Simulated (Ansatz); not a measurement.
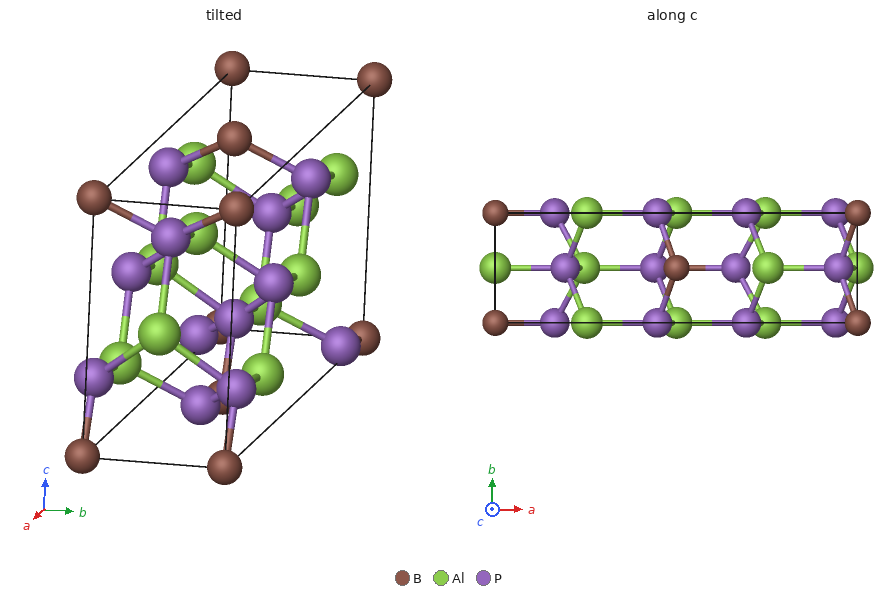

The crystal in a ball-and-stick representation, seen slightly off an axis and along the c axis. The conventional unit cell is drawn as a box.

Al₃BP₄, space group Cm (No. 8), a = 12.332 Å, b = 3.690 Å, c = 6.483 Å, α = 90.00°, β = 99.41°, γ = 90.00°. The model was built from a structure type filled with these elements by a generator (whether the compound takes this form wasn't checked). Earlier steps of the study may have refined or changed the cell and positions. It went into a calculation with Ansatz.

This one geometry was computed with Ansatz (DFT, plane waves, PAW) at four levels of theory: r2SCAN, HSE06, PBE0 and PBE. It was relaxed beforehand with r2SCAN.

Which level gives the highest pressure at this volume, and what does that say about its equilibrium volume?

Highest: PBE (1.2 GPa), which points to the largest equilibrium volume. Lowest, with the smallest volume: HSE06 (-0.4 GPa) and PBE0 (-0.6 GPa). Levels within 0.5 GPa of each other can't be told apart.

How does the band gap change with the level of theory?

PBE: a gap of 1.13 eV, indirect; r2SCAN: a gap of 1.36 eV, indirect; HSE06: a gap of 1.82 eV, indirect; PBE0: a gap of 2.51 eV, indirect.

Collect the results in a table.

| level | cutoff (eV) | k-mesh of the run's cell | gap (eV) | pressure (GPa) |
| --- | --- | --- | --- | --- |
| r2SCAN | 500 | 8×8×4 | 1.36 | 0.0 |
| HSE06 | 420 | 4×4×2 | 1.82 | -0.4 |
| PBE0 | 420 | 4×4×2 | 2.51 | -0.6 |
| PBE | 420 | 8×8×4 | 1.13 | 1.2 |

Gaps are taken on the k-mesh or band path of each run.
